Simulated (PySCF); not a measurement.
H6BNO2Si, SMILES OB([SiH2]N)O at its PBE0/def2-SVP optimised geometry (Å):

```
11

Si    -0.2685     0.8291     0.0000
N     -1.8042     0.0246    -0.3853
B      0.9469    -0.7976     0.0000
O      2.3019    -0.7976     0.0000
O      0.2472    -1.9622     0.0262
H      0.0837     1.9622    -0.9201
H     -0.4611     1.4194     1.3635
H     -2.6523     0.4393    -0.0082
H     -1.9627    -0.1740    -1.3711
H      2.6523    -1.6976     0.0312
H     -0.7047    -1.7428     0.0228
```

Level of theory: PBE0/def2-TZVP (PySCF). Cells within 0.4 Å of a nucleus heavier than hydrogen are left out (blank, or x).

Map of the log10 of the electron density (e/bohr³), floored at −4 on the plane z = 0.0 Å:

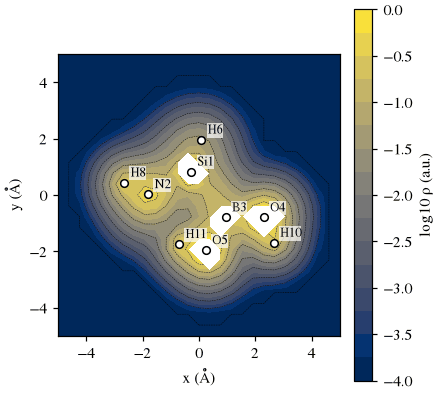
Log10 of the electron density (e/bohr³), floored at −4 on the plane z = 0.0 Å.
